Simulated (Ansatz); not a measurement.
# What a change does: single-point calculation on CH₄NSi

System: CH₄NSi, charge +1, SMILES C[Si+]=N.
Method of run A: RKS wB97M-V/def2-TZVPP (Ansatz 0.2.0).

The geometry: displaced from a GFN2-xTB structure. Text and figures count atoms from 1; the logs count them from 0 in places.

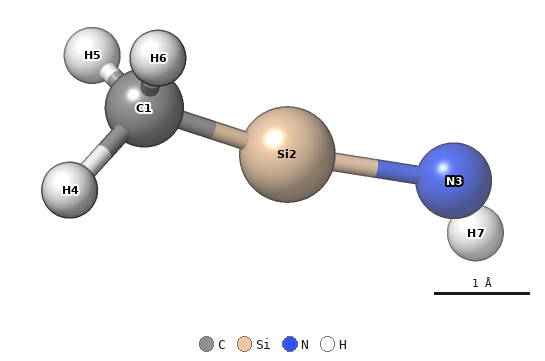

**Figure 1.** The structure as given in the input (ball-and-stick view, seen at a tilt; atoms are numbered from 1 in the order of the input).

**Input, run A**
```yaml
crystal:
  periodic: [false, false, false]
  atoms:
    - {symbol: C, position_ang: [-0.796900, 0.638000, -0.474200]}
    - {symbol: Si, position_ang: [0.482000, -0.267600, 0.108700]}
    - {symbol: N, position_ang: [1.933900, -1.029400, 0.935000]}
    - {symbol: H, position_ang: [-2.007100, 0.053500, -0.662000]}
    - {symbol: H, position_ang: [-0.628900, 1.284100, -1.183300]}
    - {symbol: H, position_ang: [-1.204700, 1.150900, 0.329700]}
    - {symbol: H, position_ang: [2.232000, -1.638800, 0.738100]}
basis:
  gaussian: {orbitals: def2-TZVPP}
total_charge: 1
hamiltonian: {xc: {name: wB97M-V}}
output: {forces: true}
```

Hardware: 4 CPU threads, shared host.

**Output (run A)**
```
Functional definition: wB97M-V
  parameter omega = 0.3/bohr
  parameter cx = 0.15
  parameter cx01 = 1.007
  parameter cx10 = 0.259
  parameter css00 = 0.443
  parameter css04 = -1.437
  parameter css10 = -4.535
  parameter css20 = -3.390
  parameter css43 = 4.278
  parameter cos00 = 1.000
  parameter cos10 = 1.358
  parameter cos20 = 2.924
  parameter cos21 = -8.812
  parameter cos60 = -1.390
  parameter cos61 = 9.142
  parameter b = 6.0
  parameter c = 0.01
  gx(w, u) = 1 - cx + cx01*u + cx10*w
  gss(w, u) = css00 + css04*u^4 + css10*w + css20*w^2 + css43*w^4*u^3
  gos(w, u) = cos00 + cos10*w + (cos20 + cos21*u)*w^2 + (cos60 + cos61*u)*w^6
  exchange = spin_sum(e_x_unif_sr(omega)*gx(b97_w, b97_u_x)) + cx*exact_x_sr(omega) + exact_x_lr(omega)
  correlation = spin_sum(e_c_pw_mod_same_spin*gss(b97_w, b97_u_same))
      + integral(e_c_pw_mod_opposite_spin*gos(b97_w_opposite, b97_u_opposite)) + vv10(b, c)
862 factors; their error is unknown
205 factors; integrals over basis functions are off by at most 1.3e-5 eV
mean field evaluation 1: about -10429.9291 eV, gradient 1.0e2 eV
mean field evaluation 2: about -10362.1857 eV, gradient 1.5e2 eV
mean field evaluation 4: about -10451.8171 eV, gradient 1.5e1 eV
mean field evaluation 8: about -10452.4804 eV, gradient 3.5e-1 eV
mean field evaluation 16: about -10452.4842 eV, gradient 7.0e-4 eV
mean field -10452.48421869 eV, -384.1217100886 hartree, gradient 2.0e-5 eV, S^2 0.000000; 0 other end points of the search recorded, 0 dependent functions left out
the calculation of the forces begins
reference -10452.48425998 eV, -384.1217116060 hartree; 15, 15 occupied and 145, 145 virtual orbitals, 862 factors
Total energy: -10452.48425998 eV, -384.1217116060 hartree
Atom 0 at    -0.796900     0.638000    -0.474200 Å, force    -7.019464    -3.545620     1.270368 eV/Å
Atom 1 at     0.482000    -0.267600     0.108700 Å, force     8.842964    -6.316590     3.935217 eV/Å
Atom 2 at     1.933900    -1.029400     0.935000 Å, force   -23.376389    39.383733     8.617791 eV/Å
Atom 3 at    -2.007100     0.053500    -0.662000 Å, force     4.048243     1.058114     0.132450 eV/Å
Atom 4 at    -0.628900     1.284100    -1.183300 Å, force     1.051441     3.373986    -4.193871 eV/Å
Atom 5 at    -1.204700     1.150900     0.329700 Å, force    -0.511034     1.605764     2.115900 eV/Å
Atom 6 at     2.232000    -1.638800     0.738100 Å, force    16.964240   -35.559387   -11.877856 eV/Å
Dipole moment:    -0.847299     0.309063    -0.439356 e Å
```

For run B the input was changed thus:
```diff
-hamiltonian: {xc: {name: wB97M-V}}
+correlation: {method: ccsd_t}
```

How does run B compare with run A?

The total energies belong to different methods, so their difference says nothing on which is more stable or more accurate. The largest force goes from 46.603 to 46.291 eV/Å.

**Output (run B)**
```
Functional definition: HF
  exchange = exact_x
  correlation = 0
921 factors; integrals over basis functions are off by at most 8.4e-4 eV
mean field evaluation 1: about -10409.4086 eV, gradient 7.4e1 eV
mean field evaluation 2: about -10409.4110 eV, gradient 7.4e1 eV
mean field evaluation 4: about -10421.3123 eV, gradient 1.6e1 eV
mean field evaluation 8: about -10422.1016 eV, gradient 6.0e-1 eV
mean field evaluation 16: about -10422.1069 eV, gradient 3.8e-6 eV
mean field evaluation 32: about -10416.9367 eV, gradient 8.9e0 eV
mean field evaluation 64: about -10412.5025 eV, gradient 1.2e1 eV
mean field evaluation 96: about -10412.3135 eV, gradient 5.2e0 eV
mean field -10422.10687663 eV, -383.0053633582 hartree, gradient 3.8e-6 eV, S^2 0.000000; 0 other end points of the search recorded, 0 dependent functions left out; unrestricted orbitals would lower it
7 core orbitals not correlated: weight in the atoms' cores, before any rotation towards them, 1.000 or more for the frozen orbitals, at most 0.000 for the correlated occupied ones
reference -10422.10687663 eV, -383.0053633582 hartree; 8, 8 occupied and 145, 145 virtual orbitals, 921 factors
second order -13.52596793 eV of doubles, -0.00000000 eV of singles
cycle   1  -13.33001810 eV  change    2.0e-1 eV  update   1.6e-1
cycle   2  -13.83337735 eV  change   -5.0e-1 eV  update   7.5e-2
cycle   3  -14.04839764 eV  change   -2.2e-1 eV  update   4.3e-2
cycle   4  -14.05362855 eV  change   -5.2e-3 eV  update   1.7e-2
cycle   5  -14.05068273 eV  change    2.9e-3 eV  update   7.2e-3
cycle   6  -14.05212644 eV  change   -1.4e-3 eV  update   2.6e-3
cycle   7  -14.05147116 eV  change    6.6e-4 eV  update   1.3e-3
cycle   8  -14.05181787 eV  change   -3.5e-4 eV  update   6.3e-4
cycle   9  -14.05202216 eV  change   -2.0e-4 eV  update   3.3e-4
cycle  10  -14.05172593 eV  change    3.0e-4 eV  update   1.3e-4
cycle  11  -14.05169865 eV  change    2.7e-5 eV  update   5.6e-5
cycle  12  -14.05175088 eV  change   -5.2e-5 eV  update   2.1e-5
cycle  13  -14.05174882 eV  change    2.1e-6 eV  update   9.8e-6
cycle  14  -14.05176603 eV  change   -1.7e-5 eV  update   5.0e-6
cycle  15  -14.05176731 eV  change   -1.3e-6 eV  update   2.0e-6
perturbative correction -0.80928778 eV, -0.0297407772 hartree
the calculation of the forces begins
Total energy: -10436.96793171 eV, -383.5514970593 hartree
Atom 0 at    -0.796900     0.638000    -0.474200 Å, force    -7.263383    -3.167301     1.226394 eV/Å
Atom 1 at     0.482000    -0.267600     0.108700 Å, force     8.398207    -6.313158     3.538551 eV/Å
Atom 2 at     1.933900    -1.029400     0.935000 Å, force   -22.820745    39.245515     9.049579 eV/Å
Atom 3 at    -2.007100     0.053500    -0.662000 Å, force     3.977724     0.982194     0.118887 eV/Å
Atom 4 at    -0.628900     1.284100    -1.183300 Å, force     1.066593     3.400010    -4.249849 eV/Å
Atom 5 at    -1.204700     1.150900     0.329700 Å, force    -0.556238     1.653611     2.157558 eV/Å
Atom 6 at     2.232000    -1.638800     0.738100 Å, force    17.197841   -35.800872   -11.841121 eV/Å
Dipole moment:    -0.686566     0.249581    -0.341389 e Å
```

**The two runs side by side**

```csv
quantity,run A,run B
outcome,converged,converged
total energy (hartree),−384.121712,−383.551497
largest force (eV/Å),46.603,46.291
basis functions,160,160
wall time (shared host),2.3 s,33 s
```
